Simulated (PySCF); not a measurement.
Vertical excitations of a molecule C3H7NSi from TDA-PBE/def2-SVPD (PySCF 2.14.0), as energy in eV (oscillator strength): 5.25 (0.016), 5.80 (0.000), 5.91 (0.012), 5.99 (0.006), 6.23 (0.022), 6.34 (0.002), 6.39 (0.056), 6.70 (0.005), 6.71 (0.004), 6.91 (0.015). Lowest triplet (TDA): 4.89 eV. The structure is a stationary point at PBE0-D3(BJ)/def2-SVP. One conformer was computed; it need not be the lowest.

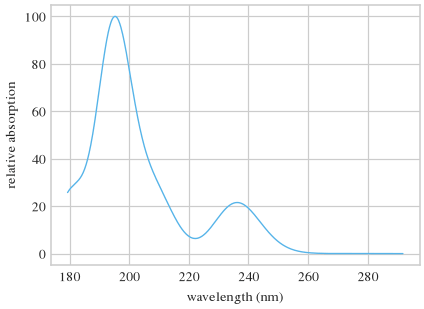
Figure: The lines broadened by 0.4 eV.

**Question.** Pick the molecule that these values belong to.
A. C=C=C(N)[SiH3]
B. C=C/C=N/[SiH3]
C. N#CCC[SiH3]
D. C#CCN[SiH3]

**Answer.** D, C#CCN[SiH3]
